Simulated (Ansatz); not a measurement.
**CH2P2 (SMILES C1P=P1): density, localisation and related maps**

Input file:

```
crystal:
  periodic: [false, false, false]
  atoms:
    - {symbol: C, position_ang: [-0.847265, 0.825561, 0.456979]}
    - {symbol: P, position_ang: [1.001808, 0.784550, 0.233167]}
    - {symbol: P, position_ang: [0.001443, -0.641341, 1.230811]}
    - {symbol: H, position_ang: [-1.473040, 0.646421, -0.426517]}
    - {symbol: H, position_ang: [-1.264020, 1.587381, 1.127945]}
basis:
  gaussian: {orbitals: def2-TZVPD}
hamiltonian: {xc: {name: PBE0}}
output: {forces: true, orbitals: {seedname: orbitals}}
```

Run with:

```sh
ansatz run input.yaml --threads 1 --pin off --max-ram 2610MiB --events-out events.jsonl --progress --plain --runs-dir runs
```

Geometry: PBE0-D3(BJ)/def2-SVP.

These are results of Ansatz, isolated molecule in a Gaussian basis; Kohn-Sham density functional theory, functional PBE0, not measurements.

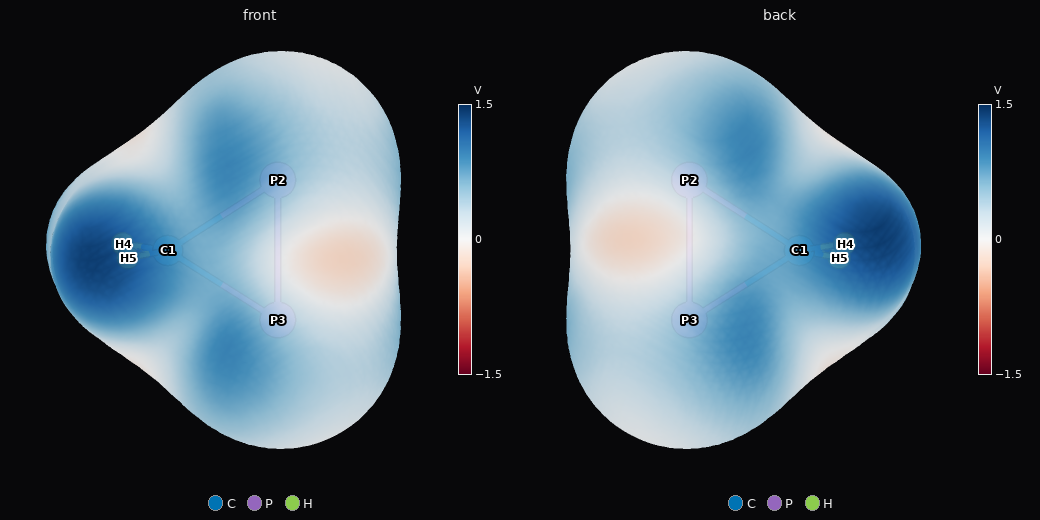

Figure 1. The electrostatic potential painted on the density surface at 0.004 e/bohr³, seen from the front and from behind; the colour scale runs from red (negative) to blue (positive).

Q: Describe the electrostatic potential map.

A: The most negative region (about −0.3 V) lies over P2 and P3, the most positive (about +1.4 V) over H4 and H5.

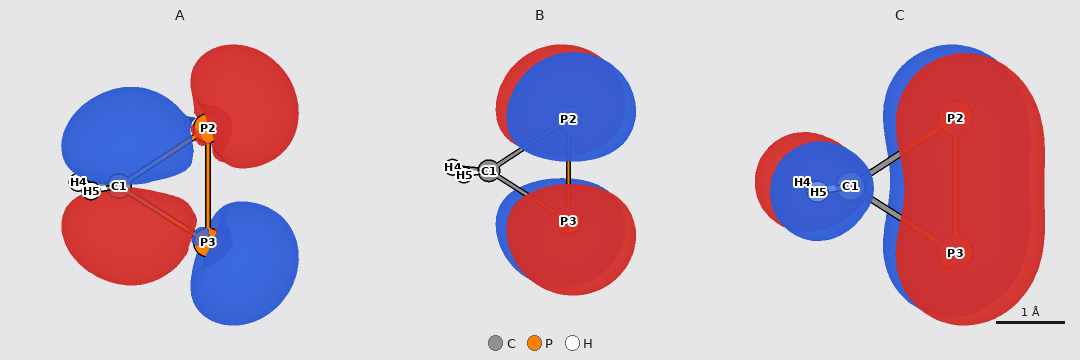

Figure 2. Three frontier orbitals at ±0.1 Å⁻³ᐟ² (red and blue are the two phases), in no order.

Q: Order the three orbitals by energy and name them.

A: A is the HOMO−1 (−7.71 eV). By Hirshfeld shares it lies mainly on C1 (about 35 %), P2 (about 30 %) and P3 (about 30 %). C is the HOMO (−7.16 eV). It lies mainly on P2 (about 40 %), P3 (about 40 %) and C1 (about 10 %); π-bonding across P2–P3. B is the LUMO (−2.83 eV). By Hirshfeld shares it lies mainly on P2 (about 45 %) and P3 (about 45 %); π-antibonding (π*) across P2–P3.

Q: What is the HOMO–LUMO gap?

A: 4.33 eV between the orbital energies.

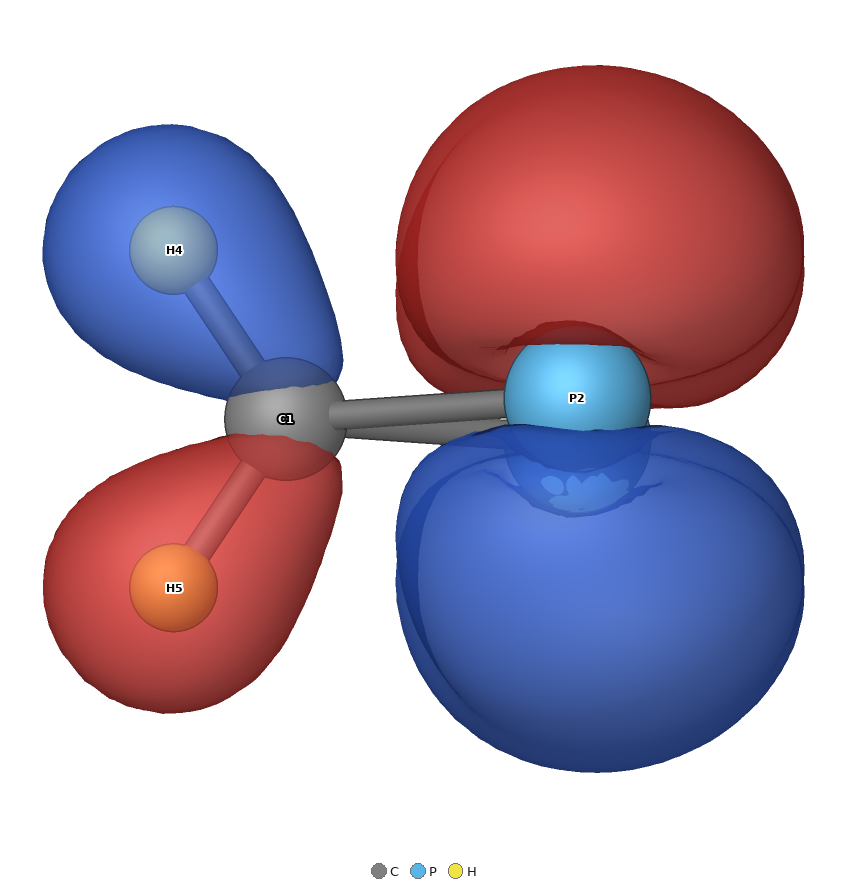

Figure 3. The HOMO at ±0.1 Å⁻³ᐟ² (blue and red are the two phases), seen from one side.

Q: Describe this orbital and give its energy.

A: By Hirshfeld shares it lies mainly on P2 (about 40 %), P3 (about 40 %) and C1 (about 10 %); π-bonding across P2–P3. Its energy is −7.16 eV.
